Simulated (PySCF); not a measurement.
```xyz
6

C     1.5421   -0.1735   -0.1762
C     0.3396   -0.1147   -0.0033
C    -1.0043   -0.0180    0.1742
Cl   -1.8720    1.3506   -0.3638
H     2.5788   -0.2554   -0.3090
H    -1.5811   -0.7871    0.6564
```

Geometry: GFN2-xTB.

Theory: UKS B3LYP, pcH-1 on C Cl H, non-relativistic, mean-field spin-orbit, GIAO in PySCF 2.14.0, density-fitted response routines.

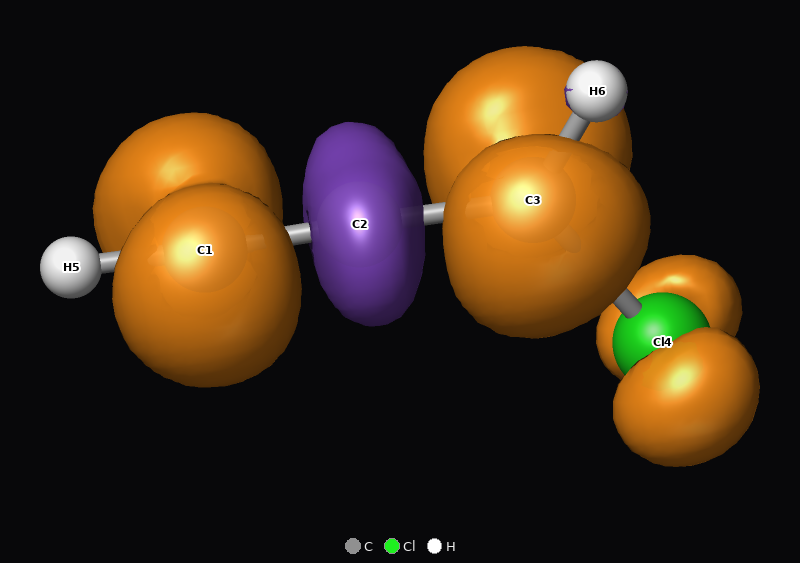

C3H2Cl (doublet). Isosurfaces of the spin density at +0.03 (orange) and −0.03 e/Å³ (purple), seen at a tilt.

Describe the spin distribution.

Answer. The unpaired spin (1 electron) lies mostly on C3 (about 0.5), C1 (about 0.4) and Cl4 (about 0.1), in electrons by Hirshfeld's partition.
